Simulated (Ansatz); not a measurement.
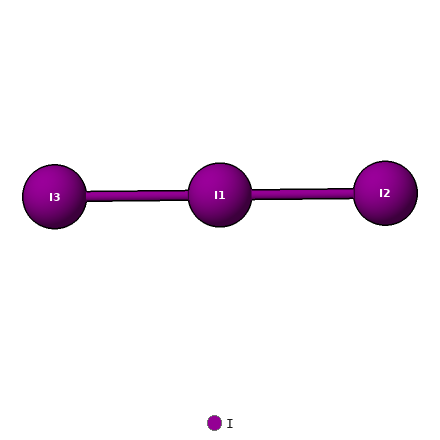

The system is [II2]- (I₃), charge −1; the picture shows the reference structure. Coordinates scanned: (1) angle I2–I1–I3 (carried through 180); (2) change of the bonds I1–I2, I1–I3, all alike. Nothing is relaxed (all other coordinates rigid). The grid has 9 × 9 points; 45 points were computed and 36 follow by symmetry. Points are written as (first, second). All energies are given in kJ/mol relative to the lowest grid point. The calculation used RKS PBE0-D4/def2-SVPD (Ansatz 0.2.0).

Its coordinates:

```json
{"atom": "I", "x (Å)": "0.0000", "y (Å)": "0.0000", "z (Å)": "0.0000"}
{"atom": "I", "x (Å)": "-0.0188", "y (Å)": "-0.0236", "z (Å)": "2.9572"}
{"atom": "I", "x (Å)": "0.0188", "y (Å)": "0.0236", "z (Å)": "-2.9572"}
```

Range: angle I2–I1–I3 (carried through 180) from 140 to 220°; change of the bonds I1–I2, I1–I3, all alike from −0.325 to 0.503 Å.

What landscape does the calculation give?

Answer. The lowest grid point is at (180°, −0.015 Å). It is the only kind of minimum in the scanned range. The highest grid point, (140°, −0.325 Å), lies 163 kJ/mol above the lowest. Round the minimum the two coordinates are nearly uncoupled.

```csv
"second ↓, first →",140,150,160,170,180,190,200,210,220
0.503,102,91,83,78,76,78,83,91,102
0.399,84,71,62,56,54,56,62,71,84
0.296,68,53,42,36,33,36,42,53,68
0.192,55,38,26,18,16,18,26,38,55
0.089,48,29,15,7,4,7,15,29,48
−0.015,51,29,13,3,0,3,13,29,51
−0.118,66,42,24,13,9,13,24,42,66
−0.222,101,74,53,41,37,41,53,74,101
−0.325,163,132,109,95,91,95,109,132,163
```

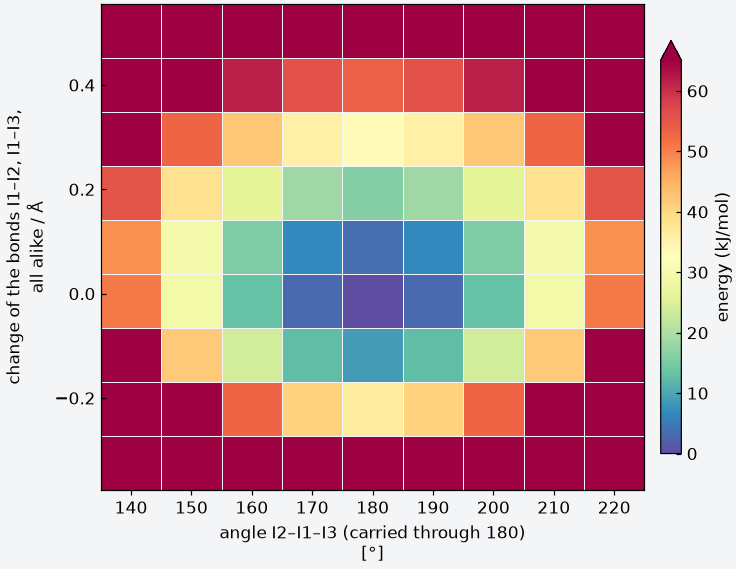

The picture shows one coloured cell a grid point, one colour for all values above the top of the scale.

Time for the 45 points that were run: 6 min on 1 thread of Arm Neoverse V1 (shared host).
